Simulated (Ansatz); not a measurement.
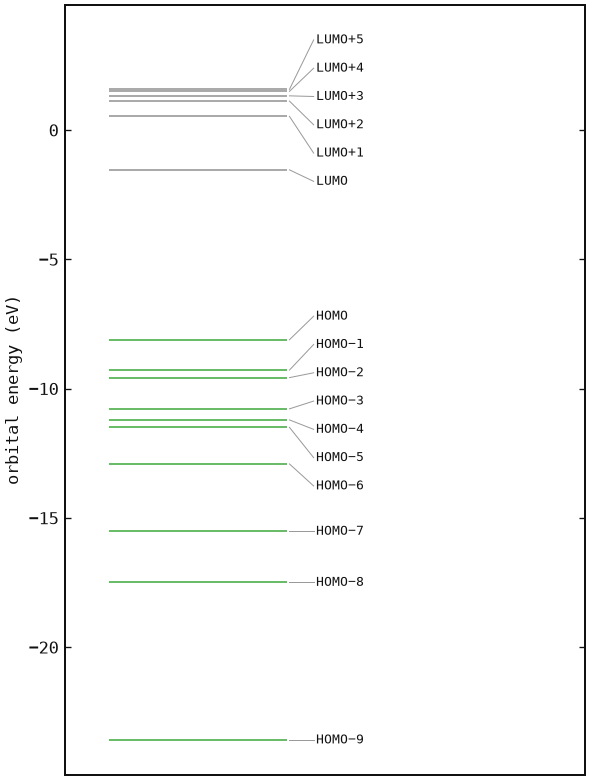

Kohn-Sham orbital energies near the frontier, BHLYP/def2-TZVPP in the Ansatz code, at a PBE0-D4/def2-TZVP geometry (a minimum by its frequencies), isolated molecule; empty levels in grey, levels within 0.03 eV side by side.

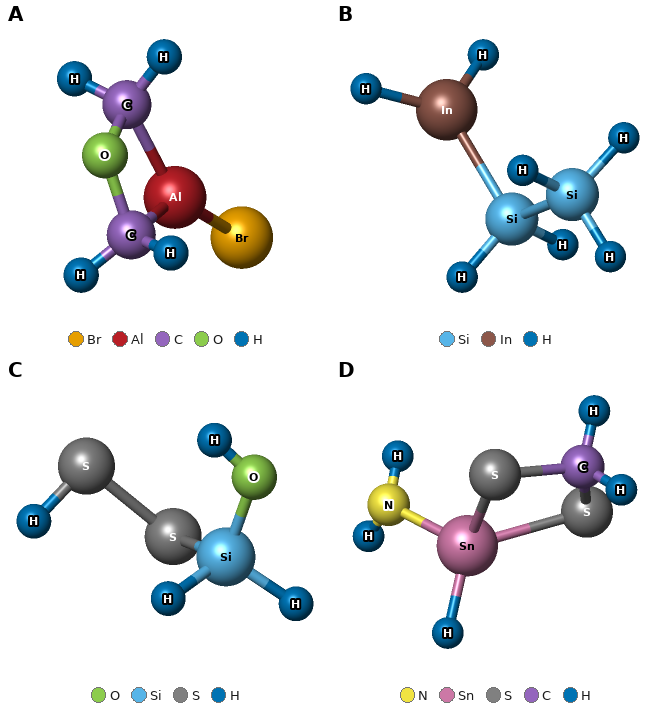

> Which molecule has this level scheme? Choose among the lettered structures.

Structure B, InSi₂H₇, SMILES [SiH3][SiH2][InH2], singlet. HOMO −8.11 eV, LUMO −1.54 eV, separation 6.57 eV.

Note: core potentials past krypton; spin-orbit coupling is left out, and with In it can shift these levels and split any degenerate set; empty levels above zero depend strongly on the basis.
